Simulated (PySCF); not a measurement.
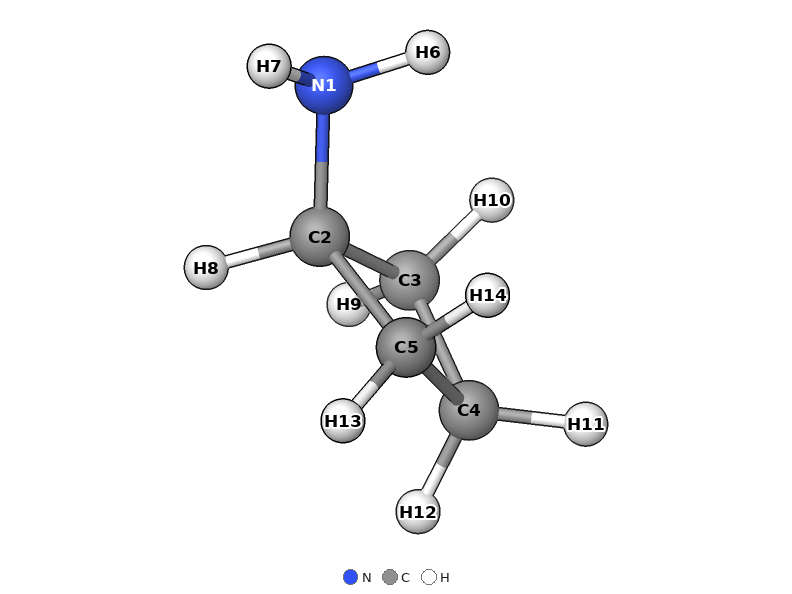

The geometry was computed by an optimisation with GFN2-xTB. No frequency run is at hand to confirm it as a minimum. Electric field gradients from the ground-state density, PBE0/pcSseg-1 (PySCF 2.14.0), non-relativistic apart from any core potentials.

Give the largest field-gradient component, the quadrupole coupling constant and the asymmetry for 14N at N1 (Q = 20.44 mb), 2H at H6 (Q = 2.86 mb), 2H at H7 (Q = 2.86 mb).

| atom | V_zz (a.u.) | e²qQ/h (MHz) | η |
| --- | --- | --- | --- |
| N1 | −1.158 | −5.56 | 0.09 |
| H6 | 0.398 | 0.267 | 0.17 |
| H7 | 0.402 | 0.270 | 0.17 |
